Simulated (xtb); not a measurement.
**Geometry relaxation, with input and output: C3H11AsSi (part 3 of 3)**

C3H11AsSi; GFN2-xTB, GBSA solvent methanol (xtb 6.7.1 later snapshot). The starting geometry was optimised with GFN2-xTB.

Geometry of the input (Å):
```
C  0.6662  1.8906  -0.0240
C  1.6847  0.8089  0.3078
Si 0.9586  -0.9412  0.0736
As -1.1032  -1.0126  1.1682
C  -2.2521  -0.8951  -0.4370
H  1.0728  2.8863  0.1476
H  0.3624  1.8242  -1.0677
H  -0.2239  1.7780  0.6023
H  2.5695  0.9398  -0.3145
H  2.0093  0.9323  1.3432
H  1.9344  -1.9103  0.5997
H  0.8643  -1.2017  -1.3775
H  -1.0978  -2.5167  1.2023
H  -1.9054  -1.5458  -1.2379
H  -3.2770  -1.1689  -0.1845
H  -2.2628  0.1323  -0.8017
```

**Trajectory as extended XYZ, continued**
```
16
Properties=species:S:1:pos:R:3 step=3 energy=-438.75261
C     0.6733    1.9015   -0.0254
C     1.6860    0.8132    0.3088
Si    0.9555   -0.9350    0.0731
As   -1.1068   -1.0202    1.1642
C    -2.2644   -0.9023   -0.4367
H     1.0849    2.8944    0.1493
H     0.3740    1.8366   -1.0702
H    -0.2183    1.7905    0.5980
H     2.5734    0.9378   -0.3120
H     2.0097    0.9337    1.3450
H     1.9286   -1.9111    0.6059
H     0.8765   -1.2055   -1.3798
H    -1.0911   -2.5296    1.1953
H    -1.9190   -1.5542   -1.2371
H    -3.2884   -1.1751   -0.1788
H    -2.2738    0.1254   -0.7997
16
Properties=species:S:1:pos:R:3 step=4 energy=-438.75264
C     0.6751    1.9012   -0.0258
C     1.6866    0.8126    0.3089
Si    0.9522   -0.9339    0.0717
As   -1.1096   -1.0219    1.1663
C    -2.2638   -0.9034   -0.4365
H     1.0878    2.8935    0.1504
H     0.3768    1.8383   -1.0710
H    -0.2178    1.7916    0.5962
H     2.5747    0.9376   -0.3108
H     2.0088    0.9326    1.3456
H     1.9268   -1.9063    0.6044
H     0.8761   -1.2030   -1.3806
H    -1.0911   -2.5298    1.1964
H    -1.9195   -1.5554   -1.2373
H    -3.2871   -1.1777   -0.1773
H    -2.2759    0.1240   -0.8006
```

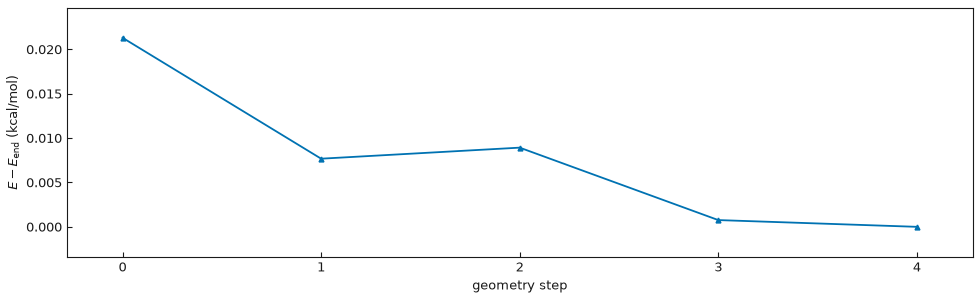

Fig. 1: Progress of the relaxation, step by step (steps are counted from 0).

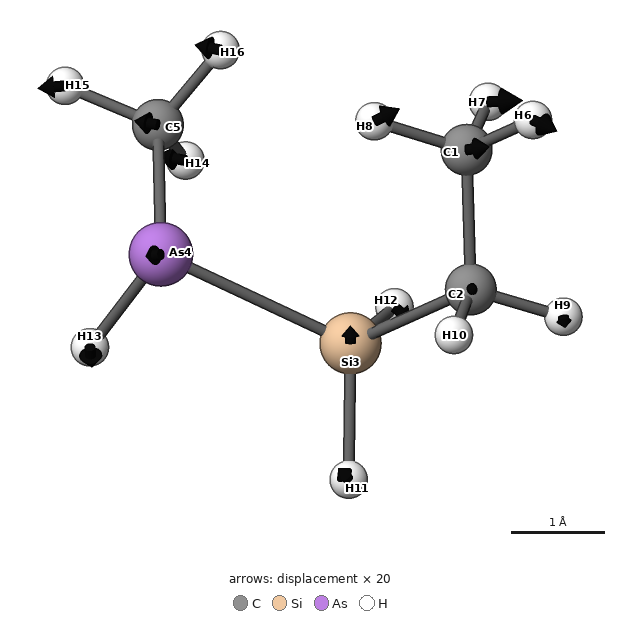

Fig. 2: The starting structure with the displacements as black arrows, magnified 20 times (ball-and-stick view, seen at a tilt). The two geometries are laid on each other by the best rigid fit. The largest move after the best rigid fit is that of H7, 0.020 Å. Largest moves by element: H 0.020 Å, C 0.014 Å, As 0.011 Å, Si 0.010 Å. The energy falls by 0.02 kcal/mol in 4 geometry steps. (Atoms are counted from 1 in the order of the input.)

**Results in brief**

```json
{"quantity": "outcome", "value": "converged"}
{"quantity": "electrons treated", "value": "32"}
{"quantity": "total energy", "value": "−16.123862 hartree"}
{"quantity": "dispersion energy", "value": "−0.011149 hartree"}
{"quantity": "solvation energy", "value": "−0.007347 hartree"}
{"quantity": "basis functions", "value": "43"}
{"quantity": "HOMO", "value": "−9.83 eV"}
{"quantity": "LUMO", "value": "−5.23 eV"}
{"quantity": "dipole moment", "value": "1.37 D"}
{"quantity": "peak memory", "value": "0.072 GiB"}
```

**Notes**

Settings chosen away from the usual ones: method = gfn2-xtb; task = optimise; x = {"surface_grid": "normal"}; geo = {"prev": "A"}; sm = GBSA; solvent = methanol.
